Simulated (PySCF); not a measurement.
**CH12BPSi3: geometry relaxation (part 2 of 3)**

Continued. System: CH12BPSi3, SMILES C[Si]([SiH3])(P)B[SiH3]. Method: PBE0-D3(BJ)/def2-SVP geometry optimisation, gas phase (PySCF 2.14.0). 

Geometry of the input (Å):
```
Si -0.0230  -0.6082  0.2979
Si -0.8295  -2.5720  1.2672
C  1.8432  -0.5181  0.5107
B  -0.8167  0.4395  -1.1550
Si 0.0129  1.8957  -2.1556
P  -0.7659  1.1280  1.7010
H  -1.7115  -3.2689  0.3424
H  0.2819  -3.4996  1.5545
H  -1.5745  -2.3706  2.5340
H  2.3439  -1.3523  0.0288
H  2.1289  -0.5617  1.5795
H  2.2856  0.4016  0.1158
H  -2.0280  0.2676  -1.3470
H  -0.7747  3.1592  -2.1707
H  0.2330  1.5361  -3.5568
H  1.3390  2.3250  -1.6321
H  -1.9100  1.4590  1.0044
H  -0.0533  2.1455  1.1069
```

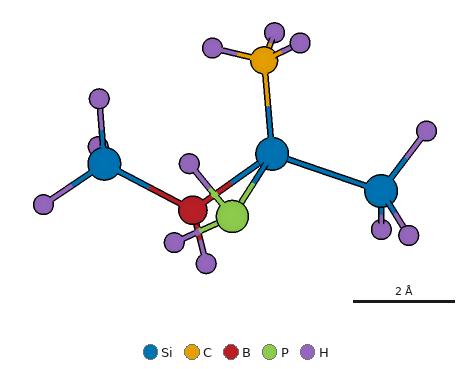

Figure 1. The geometry at step 14 of the log (ball-and-stick view, seen at a tilt).

### Trajectory as extended XYZ, continued
```
18
Properties=species:S:1:pos:R:3:forces:R:3 step=8 energy=-34802.84062
Si    0.0768   -0.6045    0.3385   -0.2097   0.0613   0.2391
Si   -0.8392   -2.5863    1.1969    0.0121   0.0310  -0.0377
C     1.9369   -0.4669    0.5674    0.1846   0.0624  -0.1536
B    -0.9872    0.5407   -0.8480    0.3019   0.0005   0.1283
Si   -0.0759    1.8712   -2.0345    0.0220   0.2237   0.0785
P    -0.9861    1.1328    1.4688    0.2597  -0.0633  -0.0137
H    -1.7293   -3.2336    0.1914   -0.0577  -0.0247  -0.0530
H     0.2526   -3.5526    1.5301    0.0263   0.0000   0.0461
H    -1.6415   -2.3010    2.4259    0.0149  -0.0250   0.0160
H     2.4457   -1.2090   -0.0695   -0.0311   0.0097  -0.0124
H     2.2469   -0.6611    1.6030   -0.0776  -0.0264   0.0797
H     2.3028    0.5305    0.2779   -0.0521  -0.0095  -0.0301
H    -2.1043    0.1598   -1.0705   -0.2243  -0.0677  -0.0181
H    -0.7931    3.1898   -2.0845    0.0081  -0.0107  -0.0637
H     0.0342    1.3544   -3.4343   -0.0058  -0.0399  -0.0256
H     1.3154    2.1860   -1.5614   -0.0056  -0.0301  -0.0060
H    -1.5995    1.6251    0.2090   -0.0618  -0.0145  -0.1804
H     0.1263    2.0304    1.3200   -0.1039  -0.0770   0.0066
18
Properties=species:S:1:pos:R:3:forces:R:3 step=9 energy=-34802.85259
Si    0.0659   -0.6034    0.3515   -0.1236   0.0190   0.2348
Si   -0.8415   -2.5922    1.2015    0.0117  -0.0054  -0.0727
C     1.9280   -0.4557    0.5617    0.1555   0.0013  -0.0901
B    -0.9969    0.5700   -0.8107    0.0957  -0.0051   0.0319
Si   -0.0747    1.8814   -2.0186    0.0072   0.0602   0.0014
P    -1.0069    1.1260    1.4481    0.2852  -0.1301   0.0944
H    -1.7287   -3.2536    0.1986   -0.0238   0.0023  -0.0243
H     0.2656   -3.5435    1.5326    0.0090   0.0072   0.0373
H    -1.6415   -2.3203    2.4348    0.0127  -0.0144   0.0110
H     2.4389   -1.1859   -0.0870   -0.0290   0.0079  -0.0050
H     2.2387   -0.6623    1.5961   -0.0486  -0.0109   0.0286
H     2.2833    0.5481    0.2827   -0.0509  -0.0031  -0.0202
H    -2.1185    0.1844   -1.0378   -0.0523  -0.0723  -0.0745
H    -0.7760    3.2065   -2.1019   -0.0002  -0.0200  -0.0327
H     0.0252    1.3270   -3.4056    0.0080  -0.0092  -0.0256
H     1.3218    2.1855   -1.5559   -0.0065  -0.0171   0.0126
H    -1.5307    1.6009    0.1183   -0.1704   0.2054  -0.1446
H     0.1292    1.9927    1.3177   -0.0798  -0.0158   0.0379
18
Properties=species:S:1:pos:R:3:forces:R:3 step=10 energy=-34802.85081
Si    0.0601   -0.6136    0.3684    0.0813  -0.0499  -0.0106
Si   -0.8518   -2.6009    1.2179    0.0094  -0.0642  -0.0519
C     1.9290   -0.4614    0.5316   -0.0055  -0.0845   0.0754
B    -0.9667    0.5426   -0.8290   -0.3569   0.1207  -0.0714
Si   -0.0530    1.9076   -1.9980   -0.0329  -0.1625  -0.0284
P    -0.9498    1.1285    1.4659   -0.1852   0.1411  -0.0967
H    -1.7522   -3.2599    0.2169    0.0545   0.0454   0.0412
H     0.2607   -3.5478    1.5529   -0.0240   0.0110  -0.0088
H    -1.6373   -2.3381    2.4628   -0.0060   0.0124  -0.0039
H     2.4241   -1.2126   -0.1036   -0.0016  -0.0034   0.0145
H     2.2399   -0.6349    1.5743    0.0446   0.0219  -0.0803
H     2.2640    0.5353    0.2095   -0.0080   0.0102   0.0137
H    -2.1029    0.1639   -1.0682    0.1934   0.0496  -0.0064
H    -0.7860    3.2101   -2.1221   -0.0081  -0.0038   0.0180
H     0.0961    1.3440   -3.3808    0.0145   0.0258   0.0123
H     1.3256    2.2342   -1.5025    0.0029   0.0223   0.0182
H    -1.6464    1.5765    0.1996    0.1459  -0.1434   0.0966
H     0.1278    2.0322    1.2306    0.0816   0.0514   0.0684
18
Properties=species:S:1:pos:R:3:forces:R:3 step=11 energy=-34802.86358
Si    0.0536   -0.6020    0.3679    0.0188   0.0086   0.0712
Si   -0.8441   -2.5975    1.2094    0.0042  -0.0260  -0.0292
C     1.9230   -0.4524    0.5283    0.0034  -0.0421  -0.0170
B    -0.9991    0.5568   -0.8174   -0.0471   0.0530   0.0145
Si   -0.0562    1.8847   -1.9980   -0.0206  -0.0542  -0.0229
P    -0.9710    1.1353    1.4728   -0.0655  -0.0337  -0.0168
H    -1.7402   -3.2495    0.2046    0.0172   0.0128   0.0106
H     0.2692   -3.5442    1.5372   -0.0068   0.0042  -0.0009
H    -1.6315   -2.3415    2.4544   -0.0048   0.0018  -0.0016
H     2.4141   -1.1958   -0.1190    0.0038  -0.0010   0.0033
H     2.2469   -0.6371    1.5635    0.0129   0.0084  -0.0220
H     2.2564    0.5482    0.2160   -0.0011   0.0023   0.0058
H    -2.1209    0.1643   -1.0693    0.0606   0.0445   0.0384
H    -0.7742    3.1935   -2.1431   -0.0033   0.0012  -0.0017
H     0.1108    1.3088   -3.3727    0.0094   0.0060   0.0083
H     1.3164    2.2084   -1.4822   -0.0035   0.0126   0.0080
H    -1.5999    1.5942    0.1773   -0.0032  -0.0107  -0.0384
H     0.1279    2.0314    1.2965    0.0256   0.0124  -0.0097
18
Properties=species:S:1:pos:R:3:forces:R:3 step=12 energy=-34802.86909
Si    0.0468   -0.5872    0.3802   -0.0205   0.0109   0.1064
Si   -0.8362   -2.5983    1.1957   -0.0059  -0.0066  -0.0281
C     1.9178   -0.4379    0.5264   -0.0010  -0.0085  -0.0313
B    -1.0226    0.5945   -0.7752    0.0572  -0.0213  -0.0229
Si   -0.0564    1.8621   -2.0001   -0.0195  -0.0075  -0.0072
P    -1.0106    1.1317    1.4763    0.0765  -0.0978   0.0685
H    -1.7220   -3.2468    0.1814    0.0014  -0.0014  -0.0036
H     0.2848   -3.5378    1.5153    0.0011   0.0035   0.0029
H    -1.6304   -2.3630    2.4405   -0.0025  -0.0020  -0.0022
H     2.4047   -1.1649   -0.1425   -0.0058   0.0003  -0.0040
H     2.2549   -0.6449    1.5524    0.0031   0.0019   0.0035
H     2.2467    0.5703    0.2344    0.0017  -0.0007   0.0007
H    -2.1367    0.1927   -1.0278   -0.0007   0.0000   0.0007
H    -0.7519    3.1780   -2.1873   -0.0028  -0.0006  -0.0120
H     0.1089    1.2424   -3.3550    0.0065  -0.0040   0.0076
H     1.3176    2.1837   -1.4860   -0.0028   0.0086   0.0047
H    -1.5505    1.6252    0.1369   -0.0696   0.1059  -0.0682
H     0.1162    2.0060    1.3606   -0.0164   0.0195  -0.0156
18
Properties=species:S:1:pos:R:3:forces:R:3 step=13 energy=-34802.87193
Si    0.0467   -0.5838    0.3922    0.0061   0.0246   0.0580
Si   -0.8384   -2.6003    1.1905   -0.0076  -0.0067  -0.0218
C     1.9191   -0.4383    0.5282   -0.0136  -0.0124  -0.0104
B    -1.0181    0.6017   -0.7647    0.0192  -0.0144  -0.0162
Si   -0.0611    1.8613   -2.0048   -0.0021  -0.0131   0.0057
P    -1.0089    1.1326    1.4858    0.0366  -0.0504   0.0371
H    -1.7174   -3.2445    0.1676    0.0046  -0.0001  -0.0024
H     0.2841   -3.5381    1.5106    0.0000   0.0022   0.0005
H    -1.6390   -2.3754    2.4331   -0.0035   0.0008  -0.0035
H     2.3998   -1.1641   -0.1463   -0.0030  -0.0008  -0.0035
H     2.2614   -0.6490    1.5519    0.0099   0.0023  -0.0017
H     2.2471    0.5704    0.2372    0.0028   0.0021  -0.0001
H    -2.1297    0.1929   -1.0187   -0.0073   0.0177   0.0146
H    -0.7692    3.1661   -2.2199   -0.0052  -0.0045  -0.0076
H     0.1178    1.2193   -3.3474    0.0055  -0.0046   0.0053
H     1.3068    2.2064   -1.4897   -0.0006   0.0096   0.0042
H    -1.5401    1.6436    0.1414   -0.0330   0.0323  -0.0439
H     0.1202    2.0048    1.3792   -0.0087   0.0153  -0.0143
18
Properties=species:S:1:pos:R:3:forces:R:3 step=14 energy=-34802.87524
Si    0.0427   -0.5676    0.4212    0.0423   0.0088   0.0005
Si   -0.8388   -2.6007    1.1750   -0.0018  -0.0022   0.0030
C     1.9181   -0.4249    0.5130   -0.0353  -0.0100   0.0122
B    -1.0282    0.6240   -0.7267   -0.0363  -0.0226  -0.0109
Si   -0.0552    1.8379   -1.9965   -0.0062   0.0150   0.0149
P    -1.0099    1.1366    1.5144   -0.0150   0.0377  -0.0049
H    -1.7036   -3.2301    0.1312    0.0072  -0.0024  -0.0035
H     0.2889   -3.5340    1.4888   -0.0018  -0.0057  -0.0025
H    -1.6516   -2.4059    2.4147   -0.0074   0.0051  -0.0059
H     2.3771   -1.1451   -0.1821    0.0083  -0.0015  -0.0036
H     2.2891   -0.6439    1.5248    0.0085  -0.0009  -0.0068
H     2.2365    0.5866    0.2210    0.0093  -0.0012   0.0018
H    -2.1377    0.2097   -0.9811   -0.0062   0.0097   0.0082
H    -0.7726    3.1197   -2.2998   -0.0027  -0.0010  -0.0051
H     0.1688    1.1309   -3.2990    0.0080  -0.0062   0.0027
H     1.2937    2.2268   -1.4617   -0.0052   0.0074  -0.0005
H    -1.5458    1.6644    0.1596    0.0295  -0.0302   0.0014
H     0.1096    2.0213    1.4094    0.0050   0.0000  -0.0010
18
Properties=species:S:1:pos:R:3:forces:R:3 step=15 energy=-34802.87632
Si    0.0462   -0.5612    0.4395    0.0585   0.0235  -0.0350
Si   -0.8422   -2.5995    1.1681   -0.0042   0.0019   0.0070
C     1.9227   -0.4291    0.5156   -0.0240  -0.0066   0.0036
B    -1.0272    0.6320   -0.7095   -0.0163  -0.0551  -0.0088
Si   -0.0676    1.8363   -1.9970    0.0205   0.0003  -0.0008
P    -1.0026    1.1450    1.5231   -0.0307   0.0339   0.0080
H    -1.6924   -3.2205    0.1077    0.0048  -0.0047  -0.0051
H     0.2827   -3.5343    1.4873   -0.0022  -0.0040   0.0002
H    -1.6713   -2.4154    2.3984   -0.0067   0.0049  -0.0054
H     2.3702   -1.1487   -0.1878    0.0074   0.0012  -0.0016
H     2.3046   -0.6542    1.5219    0.0030  -0.0033  -0.0005
H     2.2442    0.5816    0.2244    0.0075   0.0027  -0.0001
H    -2.1326    0.2065   -0.9623   -0.0208   0.0193   0.0196
H    -0.8116    3.0907   -2.3473   -0.0067  -0.0065   0.0009
H     0.1937    1.0986   -3.2752    0.0083  -0.0002  -0.0028
H     1.2630    2.2746   -1.4546   -0.0020   0.0032   0.0046
H    -1.5188    1.6765    0.1515   -0.0027  -0.0004   0.0233
H     0.1202    2.0266    1.4223    0.0063  -0.0101  -0.0072
18
Properties=species:S:1:pos:R:3:forces:R:3 step=16 energy=-34802.87754
Si    0.0533   -0.5571    0.4472    0.0199   0.0200  -0.0335
Si   -0.8444   -2.5957    1.1643    0.0022   0.0076   0.0106
C     1.9298   -0.4307    0.5122   -0.0004   0.0052  -0.0143
B    -1.0291    0.6272   -0.7029   -0.0047  -0.0225   0.0187
Si   -0.0731    1.8306   -1.9930    0.0110   0.0131  -0.0111
P    -0.9937    1.1529    1.5299   -0.0226   0.0332  -0.0137
H    -1.6837   -3.2096    0.0914    0.0011  -0.0062  -0.0069
H     0.2728   -3.5369    1.4915   -0.0018  -0.0022   0.0064
H    -1.6882   -2.4112    2.3845   -0.0051   0.0018  -0.0039
H     2.3702   -1.1519   -0.1944    0.0006   0.0036   0.0004
H     2.3206   -0.6565    1.5148   -0.0073  -0.0056   0.0092
H     2.2540    0.5784    0.2181    0.0020   0.0020   0.0003
H    -2.1358    0.2013   -0.9470   -0.0230   0.0082   0.0119
H    -0.8357    3.0659   -2.3702   -0.0032  -0.0051  -0.0028
H     0.2217    1.0820   -3.2577    0.0067   0.0010  -0.0019
H     1.2407    2.3019   -1.4373   -0.0008  -0.0026   0.0073
H    -1.5239    1.6775    0.1606    0.0215  -0.0354   0.0230
H     0.1257    2.0375    1.4141    0.0037  -0.0160   0.0001
18
Properties=species:S:1:pos:R:3:forces:R:3 step=17 energy=-34802.87854
Si    0.0584   -0.5500    0.4537   -0.0277  -0.0056  -0.0111
Si   -0.8458   -2.5901    1.1590    0.0103   0.0037   0.0044
C     1.9344   -0.4229    0.4987    0.0250   0.0053  -0.0151
B    -1.0421    0.6245   -0.6888    0.0200  -0.0007   0.0014
Si   -0.0765    1.8172   -1.9833   -0.0154   0.0106  -0.0166
P    -0.9868    1.1593    1.5399   -0.0038  -0.0063  -0.0131
H    -1.6696   -3.2006    0.0715    0.0045  -0.0028  -0.0013
H     0.2633   -3.5360    1.5000   -0.0028   0.0012   0.0120
H    -1.7091   -2.4049    2.3654   -0.0039   0.0011  -0.0028
H     2.3677   -1.1408   -0.2158   -0.0042   0.0031   0.0028
H     2.3357   -0.6538    1.4960   -0.0106  -0.0031   0.0044
H     2.2574    0.5871    0.2056   -0.0052  -0.0016   0.0051
H    -2.1503    0.1956   -0.9241    0.0012   0.0147   0.0146
H    -0.8517    3.0296   -2.4062    0.0020  -0.0017  -0.0060
H     0.2676    1.0491   -3.2239    0.0037   0.0030   0.0008
H     1.2128    2.3236   -1.4015   -0.0017  -0.0043   0.0074
H    -1.5191    1.6801    0.1676    0.0075  -0.0143   0.0127
H     0.1350    2.0388    1.4124    0.0010  -0.0023   0.0003
18
Properties=species:S:1:pos:R:3:forces:R:3 step=18 energy=-34802.87913
Si    0.0656   -0.5499    0.4552   -0.0445  -0.0181  -0.0157
Si   -0.8472   -2.5868    1.1590    0.0115   0.0016   0.0029
C     1.9416   -0.4269    0.4979    0.0267   0.0083  -0.0129
B    -1.0390    0.6191   -0.6883    0.0195   0.0167   0.0122
Si   -0.0858    1.8187   -1.9866   -0.0081   0.0044  -0.0011
P    -0.9770    1.1610    1.5422    0.0138  -0.0056  -0.0209
H    -1.6554   -3.2007    0.0618    0.0038  -0.0044  -0.0015
H     0.2529   -3.5351    1.5217   -0.0006   0.0035   0.0140
H    -1.7293   -2.3928    2.3502   -0.0040   0.0013  -0.0022
H     2.3731   -1.1451   -0.2172   -0.0048   0.0018   0.0010
H     2.3418   -0.6603    1.4952   -0.0078  -0.0018   0.0035
H     2.2678    0.5826    0.2064   -0.0070   0.0000   0.0040
H    -2.1511    0.1946   -0.9102   -0.0044  -0.0098  -0.0054
H    -0.8769    3.0161   -2.4221    0.0013  -0.0014  -0.0048
H     0.2823    1.0510   -3.2206   -0.0003   0.0008   0.0018
H     1.1902    2.3473   -1.3951    0.0004  -0.0022   0.0027
H    -1.5170    1.6735    0.1723    0.0062   0.0044   0.0136
H     0.1447    2.0393    1.4043   -0.0016   0.0005   0.0088
18
Properties=species:S:1:pos:R:3:forces:R:3 step=19 energy=-34802.87995
Si    0.0677   -0.5496    0.4538   -0.0385  -0.0318  -0.0185
Si   -0.8460   -2.5852    1.1593    0.0051  -0.0028   0.0026
C     1.9439   -0.4268    0.4913    0.0124   0.0035   0.0002
B    -1.0419    0.6179   -0.6856    0.0078   0.0302   0.0055
Si   -0.0928    1.8178   -1.9881   -0.0016  -0.0079   0.0108
P    -0.9706    1.1604    1.5446    0.0182  -0.0073  -0.0044
H    -1.6331   -3.2120    0.0536    0.0075  -0.0046   0.0010
H     0.2484   -3.5282    1.5520    0.0013   0.0078   0.0112
H    -1.7504   -2.3821    2.3323   -0.0055   0.0025  -0.0039
H     2.3742   -1.1418   -0.2276   -0.0019   0.0003  -0.0012
H     2.3430   -0.6659    1.4878    0.0015   0.0010  -0.0029
H     2.2697    0.5842    0.2053   -0.0039   0.0017   0.0025
H    -2.1569    0.1952   -0.8977    0.0053  -0.0069  -0.0086
H    -0.8931    3.0011   -2.4441   -0.0001   0.0001  -0.0010
H     0.3012    1.0451   -3.2107   -0.0027  -0.0014   0.0008
H     1.1692    2.3651   -1.3833    0.0003   0.0021  -0.0032
H    -1.5071    1.6779    0.1761   -0.0021   0.0056   0.0026
H     0.1559    2.0325    1.4071   -0.0031   0.0079   0.0065
18
Properties=species:S:1:pos:R:3:forces:R:3 step=20 energy=-34802.88207
Si    0.0685   -0.5504    0.4481    0.0004  -0.0515  -0.0265
Si   -0.8410   -2.5836    1.1634   -0.0131  -0.0071   0.0085
C     1.9461   -0.4271    0.4679   -0.0343  -0.0118   0.0279
B    -1.0512    0.6203   -0.6771   -0.0223   0.0417   0.0047
Si   -0.1083    1.8151   -1.9906    0.0160  -0.0270   0.0341
P    -0.9528    1.1573    1.5530    0.0225  -0.0001   0.0305
H    -1.5548   -3.2611    0.0375    0.0163  -0.0060   0.0033
H     0.2400   -3.4958    1.6537    0.0067   0.0140   0.0030
H    -1.8143   -2.3547    2.2750   -0.0099   0.0055  -0.0105
H     2.3714   -1.1306   -0.2644    0.0072  -0.0015  -0.0070
H     2.3460   -0.6834    1.4600    0.0227   0.0060  -0.0151
H     2.2686    0.5894    0.1989    0.0050   0.0040  -0.0035
H    -2.1743    0.2065   -0.8654    0.0202  -0.0075  -0.0220
H    -0.9285    2.9594   -2.5051   -0.0044   0.0042   0.0088
H     0.3521    1.0263   -3.1793   -0.0062  -0.0059  -0.0022
H     1.1158    2.4120   -1.3550    0.0013   0.0103  -0.0177
H    -1.4848    1.6887    0.1893   -0.0213   0.0168  -0.0179
H     0.1829    2.0174    1.4162   -0.0067   0.0158   0.0015
```
